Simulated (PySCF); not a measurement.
# C4H7GeNSi: magnetic properties

Aim: compute the magnetic properties of C4H7GeNSi (`C#[C][Ge@@H]([C]#N)[CH2][SiH3]`).

Programs: PySCF 2.14.0, with routines of our own; each step states its level. All values are computed. Atoms count from 0.

## Step 1: The system as given

14 atoms, charge 0, multiplicity 1; geometry from: GFN2-xTB.

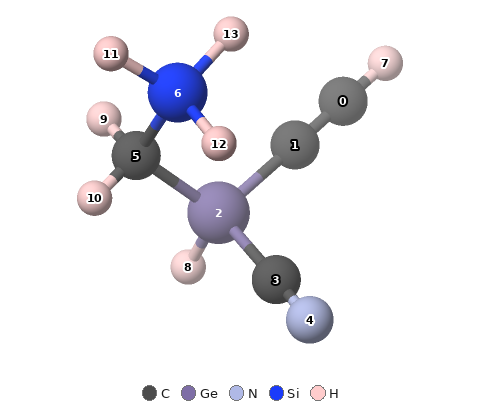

The starting geometry (carbon dark grey, germanium purple, nitrogen light blue, silicon blue, hydrogen pink).

## Step 2: Magnetic properties: GIAO HF/pcSseg-1

Job settings and geometry (Å):

```
{"job": {"kind": "mag", "xc": "HF", "basis": "pcSseg-1", "isotopologues": 2}, "charge": 0, "multiplicity": 1}
C      1.873794     2.446549     0.097589
C      1.513336     1.353973    -0.253378
Ge     0.920178    -0.368020    -0.798689
C      1.635461    -1.583995     0.508496
N      2.052821    -2.321153     1.278502
C     -1.041836    -0.517723    -0.860000
Si    -1.858183    -0.149801     0.823099
H      2.195331     3.401956     0.403111
H      1.621338    -0.722257    -2.094610
H     -1.415165     0.169388    -1.619444
H     -1.301996    -1.525152    -1.186100
H     -3.305359    -0.300305     0.649055
H     -1.357089    -1.105950     1.810648
H     -1.533311     1.222018     1.219555
```

With the program's defaults for keys left out, this is: GIAO HF/pcSseg-1 magnetisability, rotational g tensor and spin-rotation constants, non-relativistic, gas phase.

Launch:

```console
$ OMP_NUM_THREADS=1 python excited_run.py task.json out
```

The driver reads the jobs from task.json and runs them one after another.

Log:

```text
final grid: 118392 points
cycle   1  E = -2573.8141651641  dE =  9.176e-02  |g| = 7.169e-01  |ddm| = 3.599e+00
cycle   2  E = -2573.8978183301  dE = -8.365e-02  |g| = 5.159e-01  |ddm| = 1.017e+00
cycle   3  E = -2573.9409079047  dE = -4.309e-02  |g| = 9.946e-02  |ddm| = 3.675e-01
cycle   4  E = -2573.9440837845  dE = -3.176e-03  |g| = 4.501e-02  |ddm| = 1.610e-01
cycle   5  E = -2573.9444878476  dE = -4.041e-04  |g| = 7.382e-03  |ddm| = 4.494e-02
cycle   6  E = -2573.9445088270  dE = -2.098e-05  |g| = 2.602e-03  |ddm| = 1.361e-02
cycle   7  E = -2573.9445109632  dE = -2.136e-06  |g| = 1.208e-03  |ddm| = 3.642e-03
cycle   8  E = -2573.9445113512  dE = -3.880e-07  |g| = 2.904e-04  |ddm| = 1.409e-03
cycle   9  E = -2573.9445113867  dE = -3.545e-08  |g| = 8.360e-05  |ddm| = 4.719e-04
cycle  10  E = -2573.9445113914  dE = -4.698e-09  |g| = 3.539e-05  |ddm| = 1.465e-04
cycle  11  E = -2573.9445113928  dE = -1.382e-09  |g| = 2.055e-05  |ddm| = 6.292e-05
cycle  12  E = -2573.9445113935  dE = -6.835e-10  |g| = 8.357e-06  |ddm| = 5.102e-05
converged SCF energy = -2573.9445113935

Magnetisability tensor (1e-30 J/T^2)
    -1466.74       14.72      -30.83
       14.72    -1576.29       44.85
      -30.83       44.85    -1518.97
isotropic -1520.67   principal values   -1606.49  -1503.37  -1452.14
isotropic susceptibility -91.577 1e-6 cm^3/mol

Inertial axes            a          b          c
rot. const./GHz      1.5499     1.2048     0.9217
chi total           -87.769    -96.147    -90.814
chi diamagnetic    -862.475  -1095.411  -1380.716
chi paramagnetic    774.706    999.264   1289.902
quadrupole/D A        0.928     -4.552      3.624
g nuclear            0.5440     0.5565     0.5472
g electronic        -0.5641    -0.5656    -0.5586
g total             -0.0201    -0.0091    -0.0113

Spin-rotation constants (kHz, H = +C I.J)
atom  isotope        aa         bb         cc
  4    14N        0.409      0.127      0.185
  7     1H       -0.159     -0.045     -0.069
  8     1H       -0.080     -0.115     -0.006
  9     1H       -0.165     -0.069     -0.073
 10     1H       -0.159     -0.071     -0.074
 11     1H        0.044     -0.115     -0.079
 12     1H       -0.136     -0.008     -0.053
 13     1H       -0.135     -0.007     -0.055
  0    13C*       0.527      0.220      0.270
  1    13C*       0.482      0.155      0.223
  2   73Ge*      -0.335     -0.303     -0.231
  3    13C*       0.676      0.173      0.297
  5    13C*       0.161      0.071      0.089
  6   29Si*      -0.784     -0.616     -0.445
* in the singly substituted isotopologue

Isotopologues: g along a, b, c
2H    at 7,8,9,10,11,12    -0.0188    -0.0083    -0.0101
13C   at 0                 -0.0200    -0.0089    -0.0110
```

It took 22 s on 1 thread of Arm Neoverse V2, shared host; peak memory 0.8 GiB.

In short:

| quantity | value |
| --- | --- |
| magnetisability | -1521·10⁻³⁰ J/T² |
| molar susceptibility | -91.6·10⁻⁶ cm³/mol |
| rotational g (a, b, c) | -0.0201, -0.0091, -0.0113 |

## Step 3: Summary of results

| quantity | value |
| --- | --- |
| magnetisability (step 2, GIAO HF/pcSseg-1) | -1521·10⁻³⁰ J/T² |
| molar susceptibility (step 2, GIAO HF/pcSseg-1) | -91.6·10⁻⁶ cm³/mol |
| rotational g (a, b, c) (step 2, GIAO HF/pcSseg-1) | -0.0201, -0.0091, -0.0113 |

**Reading.** Steps that list no spin-orbit terms leave them out, which matters at and beside the heavy atoms. Vibrational averaging and real surroundings are missing from these values.
